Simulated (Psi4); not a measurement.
# [SiCl3]+ (SMILES Cl[Si+](Cl)Cl): levels of theory compared

We compute a comparison of 3 runs (HF/3-21G, DSD-PBEP86/aug-cc-pVDZ, TPSSh/aug-cc-pVDZ) of [SiCl3]+. 

The calculation is run with Psi4 1.11.

### 1 The system as given

[SiCl3]+ has 4 atoms, charge +1, and is taken as a singlet. As SMILES, `Cl[Si+](Cl)Cl`. One bond was lengthened or shortened from a relaxed shape.

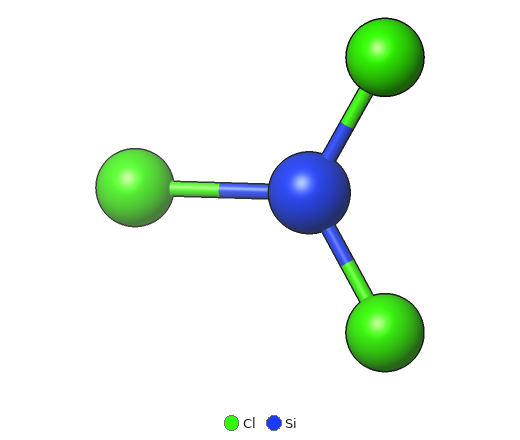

Viewed from a chosen angle; chlorine green, silicon blue.

### 2 A single-point energy at HF/3-21G (run 1)

Input file job.inp:

```
memory 2.2 GB

molecule mol {
  1 1
  Cl
  Si 1 1.946882
  Cl 2 1.946883 1 119.99894
  Cl 2 2.2389 1 119.99845 3 -179.98093
  symmetry c1
  no_reorient
  no_com
}

set basis 3-21G
set reference rhf
set puream true
set e_convergence 1e-09
set d_convergence 1e-08
set scf_type pk

result, w = energy("hf", return_wfn=True)
oeprop(w, "MAYER_INDICES", "DIPOLE", "LOWDIN_CHARGES", title="HF")
```

On the command line:

```
$ psi4 -i job.inp -o job.out -n 1
```

job.out:

```text
[...]
  Running in c1 symmetry.
[...]
  Nuclear repulsion =  315.293477662279543
[...]
  Multiplicity = 1
[...]
  Nalpha       = 32
  Nbeta        = 32
[...]
    Number of basis functions: 52
[...]
   @RHF iter   1: -1658.89512733487231    5.05027e-01   6.72811e-03 DIIS/ADIIS
[...]
   @RHF iter  11: -1659.01773268950001   -1.06866e-11   4.96684e-09 DIIS
[...]
  @RHF Final Energy: -1659.01773268950001
   => Energetics <=
    Nuclear Repulsion Energy =            315.2934776622795425
    One-Electron Energy =               -2908.4035693014529897
    Two-Electron Energy =                 934.0923589496733257
    Total Energy =                      -1659.0177326895000078
[...]
 Multipole Moments:
 ------------------------------------------------------------------------------------
     Multipole            Electronic (a.u.)      Nuclear  (a.u.)        Total (a.u.)
 ------------------------------------------------------------------------------------
 L = 1.  Multiply by 2.5417464519 to convert [e a0] to [Debye]
 Dipole X            :          0.0003504            0.0001281            0.0004785
 Dipole Y            :         -0.2725079           -0.0501943           -0.3227022
 Dipole Z            :         -0.1572710           -0.0289619           -0.1862329
 Magnitude           :                                                    0.3725851
[...]
```

It took 2.5 s on 1 thread of AMD EPYC 7R43 (Zen 3), shared host; peak memory 0.19 GiB.

### 3 A single-point energy at DSD-PBEP86/aug-cc-pVDZ (density fitting for correlation) (run 2)

Input file cl3si.xyz:

```xyz
4
Cl3Si
Cl    -1.523602    -0.816105     1.206918
Si     0.032398    -0.193905     0.215918
Cl     1.804398    -0.863405     0.665518
Cl    -0.216000     1.292000    -1.440300
```

Input file cl3si_ase.py:

```python
import numpy as np
from ase.calculators.psi4 import Psi4
from ase.io import read

a = read('cl3si.xyz')
calc = Psi4(atoms=a, method='dsd-pbep86', basis='aug-cc-pVDZ', memory='2200MB', num_threads=1, charge=1, multiplicity=1, label='psi4-calc')
calc.psi4.set_options({'puream': True, 'e_convergence': 1e-09, 'd_convergence': 1e-08, 'scf_type': 'pk', 'dft_radial_points': 99, 'dft_spherical_points': 590, 'num_frozen_docc': 20})
a.calc = calc

print(f'energy: {a.get_potential_energy():.6f} eV')
```

On the command line:

```
$ python cl3si_ase.py
```

psi4-calc.dat:

```text
[...]
  Running in c1 symmetry.
[...]
  Nuclear repulsion =  315.293458268249140
[...]
  Multiplicity = 1
[...]
  Nalpha       = 32
  Nbeta        = 32
[...]
    Number of basis functions: 108
[...]
   @RKS iter   1: -1668.27403713950321    2.92804e-01   2.62030e-03 ADIIS/DIIS
[...]
   @RKS iter  11: -1668.33436726951004   -5.45697e-12   2.53066e-09 DIIS
[...]
  @RKS Final Energy: -1668.33436726951004
   => Energetics <=
    Nuclear Repulsion Energy =            315.2934582682491396
    One-Electron Energy =               -2919.5525779869558392
    Two-Electron Energy =                 965.7886621583796796
    DFT Exchange-Correlation Energy =     -29.8639097091830621
    Empirical Dispersion Energy =           0.0000000000000000
    VV10 Nonlocal Energy =                  0.0000000000000000
    Total Energy =                      -1668.3343672695098121
[...]
 Multipole Moments:
 ------------------------------------------------------------------------------------
     Multipole            Electronic (a.u.)      Nuclear  (a.u.)        Total (a.u.)
 ------------------------------------------------------------------------------------
 L = 1.  Multiply by 2.5417464519 to convert [e a0] to [Debye]
 Dipole X            :          0.0513544            0.0064300            0.0577844
 Dipole Y            :         -0.3072088           -0.0385438           -0.3457526
 Dipole Z            :          0.3422404            0.0427937            0.3850341
 Magnitude           :                                                    0.5207064
[...]
```

Standard output:

```text
energy: -45405.092307 eV
```

It took 30 s on 1 thread of AMD EPYC 7R43 (Zen 3), shared host; peak memory 0.9 GiB.

### 4 Energy and forces at TPSSh/aug-cc-pVDZ (run 3)

Input file cl3si.in:

```
memory 2.2 GB

molecule system {
  1 1
  Cl    -1.523602    -0.816105     1.206918
  Si     0.032398    -0.193905     0.215918
  Cl     1.804398    -0.863405     0.665518
  Cl    -0.216000     1.292000    -1.440300
  symmetry c1
  no_reorient
  no_com
}

set {
  basis                aug-cc-pVDZ
  puream               true
  e_convergence        1e-09
  d_convergence        1e-08
  scf_type             pk
  dft_radial_points    99
  dft_spherical_points 590
}

energy_value, wavefunction = gradient('tpssh', return_wfn=True)
oeprop(wavefunction, 'MULLIKEN_CHARGES', 'LOWDIN_CHARGES', 'DIPOLE')
print_variables()
```

On the command line:

```
$ psi4 cl3si.in cl3si.out -n 1
```

cl3si.out:

```text
[...]
  Running in c1 symmetry.
[...]
  Nuclear repulsion =  315.293458268249083
[...]
  Multiplicity = 1
[...]
  Nalpha       = 32
  Nbeta        = 32
[...]
    Number of basis functions: 108
[...]
   @RKS iter   1: -1669.92047054477189    3.85288e-01   2.23254e-03 ADIIS/DIIS
[...]
   @RKS iter  11: -1669.95236053017197   -2.95586e-12   1.27938e-09 DIIS
[...]
  @RKS Final Energy: -1669.95236053017197
   => Energetics <=
    Nuclear Repulsion Energy =            315.2934582682490827
    One-Electron Energy =               -2920.1516588220702033
    Two-Electron Energy =                1030.0844136734920085
    DFT Exchange-Correlation Energy =     -95.1785736498430595
    Empirical Dispersion Energy =           0.0000000000000000
    VV10 Nonlocal Energy =                  0.0000000000000000
    Total Energy =                      -1669.9523605301719726
[...]
  -Total Gradient:
     Atom            X                  Y                   Z
    ------   -----------------  -----------------  -----------------
       1        0.015622666194     0.004123194409    -0.007510536602
       2        0.008990485422    -0.053790940917     0.059942228681
       3       -0.017076300846     0.004586360174    -0.002189254801
       4       -0.007536029062     0.045076917049    -0.050237360708
[...]
```

It took 2.2 min on 1 thread of AMD EPYC 7R43 (Zen 3), shared host; peak memory 1.1 GiB.

### 5 All runs side by side

| run | level | frozen core orbitals | fitting correlation | energy (Eh) | HOMO energy (eV) | LUMO energy (eV) | HOMO–LUMO gap (eV) | wall time |
| --- | --- | --- | --- | --- | --- | --- | --- | --- |
| 1 | HF/3-21G | 0 | – | -1659.017733 | -19.11 | -6.64 | 12.46 | 2.5 s |
| 2 | DSD-PBEP86/aug-cc-pVDZ (density fitting for correlation) | 20 | density fitting | -1668.606379 | -17.24 | -6.76 | 10.48 | 30 s |
| 3 | TPSSh/aug-cc-pVDZ | 0 | – | -1669.952361 | -14.24 | -9.32 | 4.93 | 2.2 min |

### 6 Results

| quantity | value |
| --- | --- |
| run 3: total energy | -1669.95236 Eh |
| run 3: HOMO energy | -14.24 eV |
| run 3: LUMO energy | -9.32 eV |
| run 3: HOMO–LUMO gap | 4.93 eV |
| run 3: largest force on an atom | 4.167 eV/Å |

What this shows: The HOMO–LUMO gap runs from 4.93 eV (TPSSh/aug-cc-pVDZ) to 12.46 eV (HF/3-21G). The two ends differ in method and basis. Totals of different functionals can't be ranked against each other. All runs together took 2.7 min, the longest 2.2 min.
